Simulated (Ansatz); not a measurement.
# GeH6OSi2: rigid scan of one bond length in Python

How does the energy of GeH6OSi2 change as one bond is stretched? The task is a rigid scan of one bond length, for GeH6OSi2. SMILES: [SiH3][SiH]1[O][GeH2]1.

All numbers are computed with Ansatz 0.2.0 through its Python package. Level of theory: MP2/def2-SVP.

## 1. Starting point

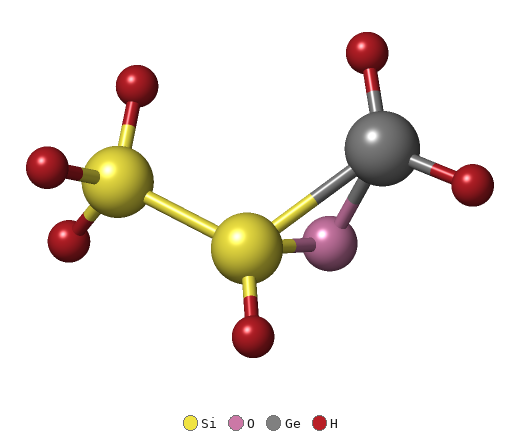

The structure that the script starts from, seen from a chosen angle (silicon yellow, oxygen pink, germanium grey, hydrogen red).

The script holds or builds the structure itself.

## 2. The script

Contents of scan_geh6osi2.py:

```python
"""Potential curve of GeH6OSi2 along one bond."""

import ansatz as az
from ase import Atoms
import numpy as np

BASIS = "def2-SVP"
METHOD = "mp2"

atoms = Atoms(["Si", "Si", "O", "Ge", "H", "H", "H", "H", "H", "H"], positions=[
    [-1.238, 0.7431, -1.0385],
    [-0.466, -0.7277, 0.3691],
    [1.0091, -1.3004, -0.2008],
    [1.7323, -0.2307, 1.1313],
    [-1.7165, 0.1085, -2.302],
    [-2.434, 1.4832, -0.4319],
    [-0.2159, 1.7764, -1.3631],
    [-1.209, -1.7901, 0.9747],
    [2.2385, -1.1002, 2.3187],
    [2.3827, 0.9867, 0.5454],
])
mol = az.Crystal.molecule_from_ase(atoms)

symbols = [site.symbol for site in mol.cartesian_sites]
start = np.array([site.position_ang for site in mol.cartesian_sites])
axis = (start[0] - start[1]) / np.linalg.norm(start[0] - start[1])
moving = [0, 4, 5, 6]
lengths, energies = [1.85, 2.0, 2.18, 2.4, 2.72, 3.27, 3.92, 4.79], []
for length in lengths:
    xyz = start.copy()
    xyz[moving] += (length - np.linalg.norm(start[0] - start[1])) * axis
    point = az.Crystal.molecule()
    for symbol, place in zip(symbols, xyz):
        point = point.atom(symbol, place.tolist())
    base = (
        point.calculation()
        .basis(gaussian=BASIS)
        .correlation(METHOD)
    )
    data = base.run(threads=1, pin="off").report
    energies.append(data["free_energy_ev"])
    print(f"r = {length:6.3f} A  E = {energies[-1]:.5f} eV  <S^2> = {abs(data['mean_field']['state']['spin_squared']):.3f}")

print("energy above the lowest point (eV):", [round(e - min(energies), 3) for e in energies])
```

## 3. The calls as engine input

The package turns the script's settings into the engine's input (first run):

```yaml
crystal:
  periodic: [false, false, false]
  atoms:
    - { symbol: Si, position_ang: [-1.1219542424937397, 0.5220117873831507, -0.8269119063914352] }
    - { symbol: Si, position_ang: [-0.466, -0.7277, 0.3691] }
    - { symbol: O, position_ang: [1.0091, -1.3004, -0.2008] }
    - { symbol: Ge, position_ang: [1.7323, -0.2307, 1.1313] }
    - { symbol: H, position_ang: [-1.6004542424937396, -0.11258821261684933, -2.0904119063914353] }
    - { symbol: H, position_ang: [-2.31795424249374, 1.2621117873831507, -0.22031190639143522] }
    - { symbol: H, position_ang: [-0.09985424249373968, 1.5553117873831506, -1.1515119063914352] }
    - { symbol: H, position_ang: [-1.209, -1.7901, 0.9747] }
    - { symbol: H, position_ang: [2.2385, -1.1002, 2.3187] }
    - { symbol: H, position_ang: [2.3827, 0.9867, 0.5454] }
basis:
  gaussian:
    orbitals: def2-SVP
correlation:
  method: mp2
```

## 4. The run

Run with:

```
$ python scan_geh6osi2.py
```

Log:

```text
r =  1.850 A  E = -74329.79749 eV  <S^2> = 0.000
r =  2.000 A  E = -74331.36807 eV  <S^2> = 0.000
r =  2.180 A  E = -74332.18893 eV  <S^2> = 0.000
r =  2.400 A  E = -74332.33415 eV  <S^2> = 0.000
r =  2.720 A  E = -74331.81651 eV  <S^2> = 0.000
r =  3.270 A  E = -74330.54343 eV  <S^2> = 0.000
r =  3.920 A  E = -74329.37942 eV  <S^2> = 0.000
r =  4.790 A  E = -74328.61053 eV  <S^2> = 0.000
energy above the lowest point (eV): [2.537, 0.966, 0.145, 0.0, 0.518, 1.791, 2.955, 3.724]
```

It took 20 s on 1 thread of Intel Xeon 6975P-C (Granite Rapids), shared host; peak memory 0.36 GiB.

## 5. What changed from run to run

The engine's inputs for some of the other runs:

Run 3, against run 1:

```diff
@@ -4 +4 @@
-    - { symbol: Si, position_ang: [-1.1219542424937397, 0.5220117873831507, -0.8269119063914352] }
+    - { symbol: Si, position_ang: [-1.2389622965601905, 0.7449333494569019, -1.0402545707747723] }
@@ -8,3 +8,3 @@
-    - { symbol: H, position_ang: [-1.6004542424937396, -0.11258821261684933, -2.0904119063914353] }
-    - { symbol: H, position_ang: [-2.31795424249374, 1.2621117873831507, -0.22031190639143522] }
-    - { symbol: H, position_ang: [-0.09985424249373968, 1.5553117873831506, -1.1515119063914352] }
+    - { symbol: H, position_ang: [-1.7174622965601904, 0.11033334945690192, -2.3037545707747724] }
+    - { symbol: H, position_ang: [-2.4349622965601907, 1.485033349456902, -0.4336545707747723] }
+    - { symbol: H, position_ang: [-0.21686229656019057, 1.7782333494569018, -1.3648545707747723] }
```

Run 5, against run 1:

```diff
@@ -4 +4 @@
-    - { symbol: Si, position_ang: [-1.1219542424937397, 0.5220117873831507, -0.8269119063914352] }
+    - { symbol: Si, position_ang: [-1.4304300213962011, 1.1097140873957676, -1.3893607488565967] }
@@ -8,3 +8,3 @@
-    - { symbol: H, position_ang: [-1.6004542424937396, -0.11258821261684933, -2.0904119063914353] }
-    - { symbol: H, position_ang: [-2.31795424249374, 1.2621117873831507, -0.22031190639143522] }
-    - { symbol: H, position_ang: [-0.09985424249373968, 1.5553117873831506, -1.1515119063914352] }
+    - { symbol: H, position_ang: [-1.908930021396201, 0.47511408739576755, -2.6528607488565967] }
+    - { symbol: H, position_ang: [-2.6264300213962013, 1.8498140873957676, -0.7827607488565966] }
+    - { symbol: H, position_ang: [-0.4083300213962011, 2.1430140873957675, -1.7139607488565967] }
```

Run 8, against run 1:

```diff
@@ -4 +4 @@
-    - { symbol: Si, position_ang: [-1.1219542424937397, 0.5220117873831507, -0.8269119063914352] }
+    - { symbol: Si, position_ang: [-2.1643896332675747, 2.5080402494947522, -2.7276010981702563] }
@@ -8,3 +8,3 @@
-    - { symbol: H, position_ang: [-1.6004542424937396, -0.11258821261684933, -2.0904119063914353] }
-    - { symbol: H, position_ang: [-2.31795424249374, 1.2621117873831507, -0.22031190639143522] }
-    - { symbol: H, position_ang: [-0.09985424249373968, 1.5553117873831506, -1.1515119063914352] }
+    - { symbol: H, position_ang: [-2.6428896332675746, 1.8734402494947524, -3.9911010981702564] }
+    - { symbol: H, position_ang: [-3.360389633267575, 3.248140249494752, -2.1210010981702565] }
+    - { symbol: H, position_ang: [-1.1422896332675747, 3.5413402494947523, -3.052201098170256] }
```

## 6. Run by run

The 8 runs, in the order started:

```tsv
run	distance (Å)	energy from run 4 (eV)	iterations in all	CPU time (s)
1	1.85	2.5367	13	1.8
2	2.00	0.9661	12	1.8
3	2.18	0.1452	12	1.7
4	2.40	0.0000	12	1.7
5	2.72	0.5176	12	1.7
6	3.27	1.7907	16	1.9
7	3.92	2.9547	37	4.5
8	4.79	3.7236	46	4.5
```

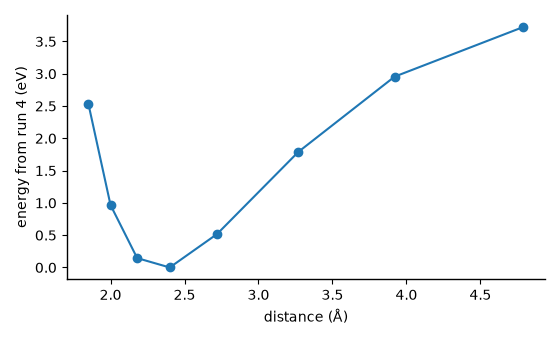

Energy against distance; lines join the points.

## 7. Outcome

```
                  quantity     value
             runs compared         8
           range of energy  3.724 eV
lowest point, distance (Å)      2.40
```

**Reading.** The curve has its lowest point inside the range, at 2.40. The ends stand 2.54 and 3.72 eV above it. The distance scanned is the script's pair 1, 0. Reading the output:
- The rest of the molecule is held rigid at a force-field or estimated start geometry, and the basis set is modest; single-reference methods fail as a bond breaks.
- The orbitals are restricted, so S² is zero by construction.
- Toward dissociation an unrestricted state lies under the restricted one, by 1 to 2 eV or more.
